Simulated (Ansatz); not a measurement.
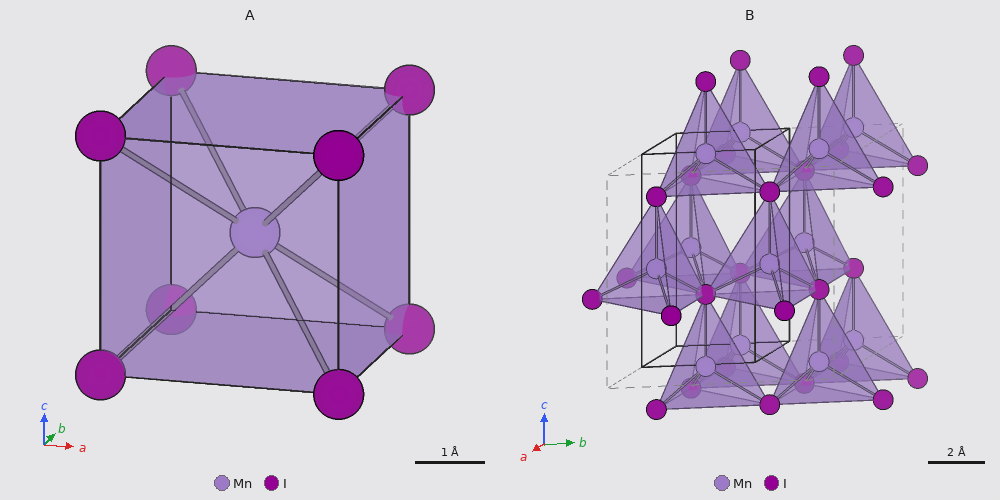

Two structures of MnI, each relaxed to rest (conventional cells in solid outline, small ones repeated, not to one scale). Method: Ansatz, DFT PBE, scalar-relativistic, plane waves, PAW, with collinear spins.

> What structure does each panel show?

A: caesium chloride (CsCl, B2) type, Pm-3m. B: 4 atoms a cell on a primitive hexagonal lattice, P6_3mc.

> Which has the lower energy, and by how much?

B is lower, by 161 meV/atom at this level of theory (energies at zero smearing). Volumes: A 24.2, B 29.9 Å³/atom.

One or both may be structure types tried for this composition rather than known phases.
